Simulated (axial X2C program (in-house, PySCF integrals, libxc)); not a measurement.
**InOH⁻: bond lengths and stretches, held linear**

Aim: the two bond lengths and stretching wavenumbers of linear InOH⁻, with and without spin–orbit coupling, at PBE0, HF, B3LYP, MP2.

The runs use an in-house X2C program for linear molecules on PySCF integrals; all-electron X2C, two-component (2c) or spin-free, In dyall-v3z, O dyall-av3z, H dyall-v3z.

All values are calculated.

2 further runs of the same task are left out: 2 set aside as unsound or not needed.

**1. Input**

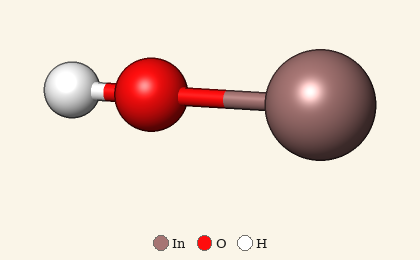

The atoms on one line, bonds 2.050 and 0.960 Å (indium brown, oxygen red, hydrogen white).

Input file task.json:

```json
{
 "zs": [
  49,
  8,
  1
 ],
 "q": -1,
 "bas": [
  "dyall-v3z",
  "dyall-av3z",
  "dyall-v3z"
 ],
 "r0": [
  2.05,
  0.96
 ],
 "symm": 0,
 "scan": [
  "PBE0",
  "HF",
  "B3LYP"
 ],
 "levels": [
  "PBE0",
  "HF",
  "BHandHLYP"
 ],
 "nst": 2
}
```

Keys: zs atomic numbers; q charge; bas basis sets; r0 starting distance in Å; symm equal bonds; scan levels of the two-bond scan (MP2 follows by itself at each HF point); levels methods; nst determinants followed.

The run is started by

```
$ python solin.py task.json out
```

Masses In 114.904, O 15.995, H 1.008 u.

**2. Scan at PBE0, 2c**

State: Ω = 1/2 (beyond evenly filled blocks: ω = 1/2). Energies above the lowest point, from the job's result record:

```csv
r(In–O) (Å),r(O–H) (Å),E (meV)
2.0377,0.9301,30.82
2.0377,0.9540,16.05
2.0377,0.9778,32.06
2.0900,0.9301,15.11
2.0900,0.9540,0.00
2.0900,0.9778,15.70
2.0900,1.0017,57.53
2.1422,0.9301,27.12
2.1422,0.9540,11.63
2.1422,0.9778,26.98
2.1945,0.9540,43.96
2.1945,1.0017,100.06
```

A quadratic surface with cubic terms in each bond gives the minimum at 2.092 and 0.953 Å, force constants 1.61, 8.72 and coupling -0.05 mdyn/Å.

**3. Scan at HF, 2c**

State: Ω = 1/2 (beyond evenly filled blocks: ω = 1/2). Energies above the lowest point, from the job's result record:

```csv
r(In–O) (Å),r(O–H) (Å),E (meV)
2.0377,0.9301,11.08
2.0377,0.9540,23.16
2.0377,0.9778,66.26
2.0900,0.9301,0.00
2.0900,0.9540,11.47
2.0900,0.9778,53.94
2.0900,1.0017,122.90
2.1422,0.9301,16.85
2.1422,0.9540,27.70
2.1422,0.9778,69.53
2.1945,0.9540,64.52
2.1945,1.0017,173.37
```

A quadratic surface with cubic terms in each bond gives the minimum at 2.083 and 0.934 Å, force constants 1.7, 9.91 and coupling -0.08 mdyn/Å.

**4. Scan at B3LYP, 2c**

State: Ω = 1/2 (beyond evenly filled blocks: ω = 1/2). Energies above the lowest point, from the job's result record:

```csv
r(In–O) (Å),r(O–H) (Å),E (meV)
2.0377,0.9301,54.71
2.0377,0.9540,35.86
2.0377,0.9778,47.43
2.0900,0.9301,22.53
2.0900,0.9540,3.41
2.0900,0.9778,14.73
2.0900,1.0017,51.80
2.1422,0.9301,19.45
2.1422,0.9540,0.00
2.1422,0.9778,11.02
2.1945,0.9540,18.52
2.1945,1.0017,65.68
```

A quadratic surface with cubic terms in each bond gives the minimum at 2.123 and 0.957 Å, force constants 1.44, 8.42 and coupling -0.04 mdyn/Å.

**5. Comparison**

| level | r(In–O) (Å) | r(O–H) (Å) | lower stretch (cm⁻¹) | upper stretch (cm⁻¹) |
| --- | --- | --- | --- | --- |
| PBE0, 2c | 2.092 | 0.953 | 429.0 | 3954.6 |
| HF, 2c | 2.083 | 0.934 | 440.9 | 4215.5 |
| B3LYP, 2c | 2.123 | 0.957 | 406.1 | 3885.0 |
| MP2, 2c | 2.094 | 0.957 | 420.8 | 3925.4 |
| PBE0, spin-free | 2.088 | 0.953 | 433.0 | 3956.9 |
| HF, spin-free | 2.078 | 0.934 | 444.8 | 4216.9 |
| B3LYP, spin-free | 2.118 | 0.956 | 410.9 | 3888.3 |
| MP2, spin-free | 2.090 | 0.957 | 424.9 | 3927.6 |

Scans not shown above were run alike.

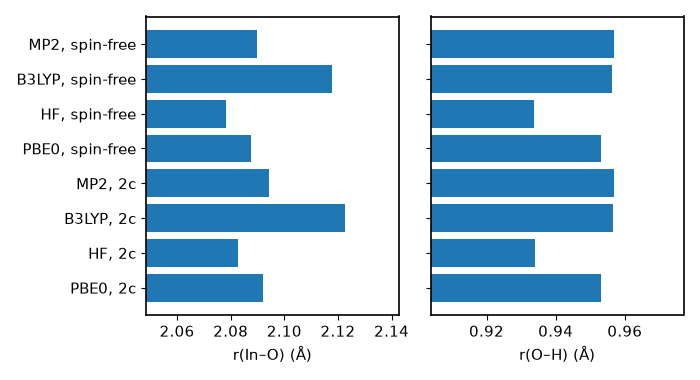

The two bond lengths by level.

In words: Over the levels the In–O bond spans 2.078 to 2.123 Å and the O–H bond 0.934 to 0.957 Å. At PBE0 going from spin-free to two-component moves the bonds by +0.004 and +0.000 Å. Each state is one determinant, the lowest of a limited PBE0 search; the stretches come from a fit to few points and are good to some per cent at best. MP2 freezes inner shells (threshold -2 hartree). For an anion the highest level of a functional can be positive, and the basis then holds the extra electron. The molecule was held linear; bending was not examined, so a bent shape may lie lower. Note: functional without a current term on a determinant with orbital currents, of the molecule or an atom.
